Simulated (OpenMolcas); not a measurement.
## How methods differ on SiHCl2F (SMILES F[SiH](Cl)Cl)

SiHCl2F has 5 atoms, charge 0, and is taken as a singlet. SMILES: `F[SiH](Cl)Cl`. The coordinates come from a PBE0-D4/def2-TZVP relaxation.

| atom | x (Å) | y (Å) | z (Å) |
| --- | --- | --- | --- |
| F | 0.0355 | -0.6827 | 1.4669 |
| Si | 0.1157 | -0.0484 | 0.0208 |
| Cl | -0.5119 | 1.8723 | 0.1315 |
| Cl | -1.0928 | -1.1087 | -1.2083 |
| H | 1.5033 | -0.1061 | -0.4524 |

Quantity: the energy change with the Si2–H5 bond stretched from 1.467 to 1.907 Å, in eV. The values are calculated.

| level | kind | program | value (eV) | less CCSD(T)/def2-SVPD | CPU time (all runs) |
| --- | --- | --- | --- | --- | --- |
| HF/def2-SVPD (unrestricted) | Hartree–Fock | OpenMolcas | 1.24 | +0.19 | 46 s |
| BLYP/def2-SVPD (restricted) | GGA | OpenMolcas | 0.92 | -0.13 | 82 s |
| PBE/def2-SVPD (restricted) | GGA | OpenMolcas | 0.91 | -0.14 | 89 s |
| revPBE/def2-SVPD (restricted) | GGA | OpenMolcas | 0.91 | -0.14 | 86 s |
| TPSS/def2-SVPD (restricted) | meta-GGA | OpenMolcas | 1.03 | -0.02 | 98 s |
| r2SCAN/def2-SVPD (restricted) | meta-GGA | OpenMolcas | 1.02 | -0.03 | 92 s |
| MP2/def2-SVPD (restricted) | perturbation theory | OpenMolcas | 1.12 | +0.07 | 39 s |
| CCSD(T)/def2-SVPD (Cholesky decomposition) (restricted) | coupled cluster or CI | OpenMolcas | 1.05 | 0.00 | 13 min |

CCSD(T)/def2-SVPD (Cholesky decomposition) (restricted) is the highest level here, not the true value. The first shape isn't each level's own minimum. The values span 0.91 to 1.24 eV. Times are those of the runs behind each value, whatever else they computed, on shared processors of several kinds: orders of magnitude only.

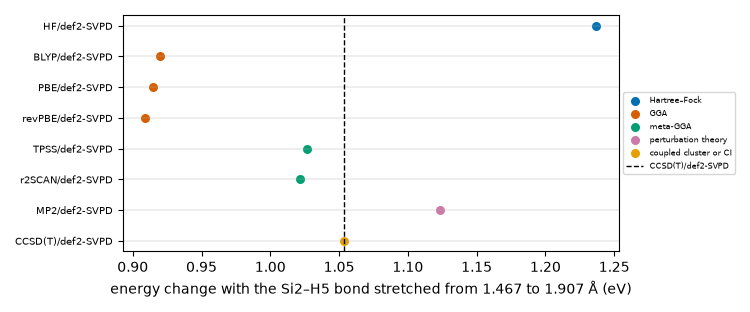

The values of the table, level by level.
